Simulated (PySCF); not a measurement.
Consider C4H13NSi2.

The calculation's input:

```
{"job": {"kind": "nmr", "xc": "PBE0", "basis": "pcSseg-1"}, "charge": 0, "multiplicity": 1}
Si     2.834363    -0.034981    -0.360135
C      1.219658    -1.032164    -0.232593
C      0.058429    -0.240566     0.359468
C     -1.219154    -1.078328     0.474927
N     -2.296733    -0.150041     0.747081
Si    -2.076687     1.408949     0.067647
C     -0.294903     1.006560    -0.451515
H      3.053807     0.711267     0.881300
H      2.785028     0.899639    -1.486710
H      3.944638    -0.968577    -0.570664
H      0.932982    -1.392708    -1.224058
H      1.387752    -1.921654     0.380543
H      0.325749     0.080130     1.372306
H     -1.389487    -1.635640    -0.458985
H     -1.139032    -1.806782     1.289193
H     -3.180335    -0.579871     0.961122
H     -2.203445     2.426303     1.114209
H     -2.924932     1.740262    -1.085794
H     -0.245653     0.776895    -1.517029
H      0.422807     1.801985    -0.263348
```

Command:

```sh
OMP_NUM_THREADS=1 python probes_run.py task.json out
```

Geometry: GFN2-xTB.

Theory: PBE0/pcSseg-1, SCF density, gas phase, non-relativistic in PySCF 2.14.0.

> Predict the electron density and electron localisation function between the atoms.

C–N (1.45 Å): ρ is about 1.9 e/Å³ halfway; the ELF peaks at about 0.90 between the atoms: localised, covalent bonding.
Si–N (1.71 Å): the density is about 1.1 e/Å³ at the midpoint; the ELF peaks at about 0.90 between the atoms; a shared but strongly polarised pair.
C–Si (1.90 Å): ρ at the midpoint is about 0.92 e/Å³; the ELF peaks at about 0.95 between the atoms; a shared electron pair.
N–H (1.01 Å): ρ at the midpoint is about 2.8 e/Å³; the ELF climbs to about 1 towards the hydrogen, as it does in any bond to H: an ordinary covalent bond to hydrogen.

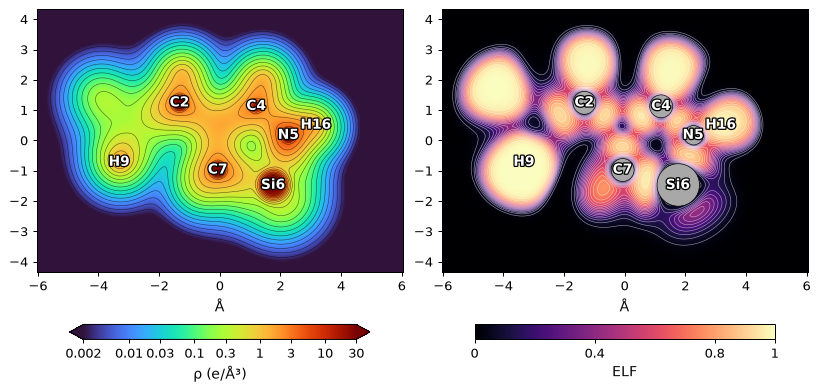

Computed electron density and electron localisation function on the plane of atoms N5, Si6 and C7, in this order. Grey discs cover the atomic cores in the ELF map. 
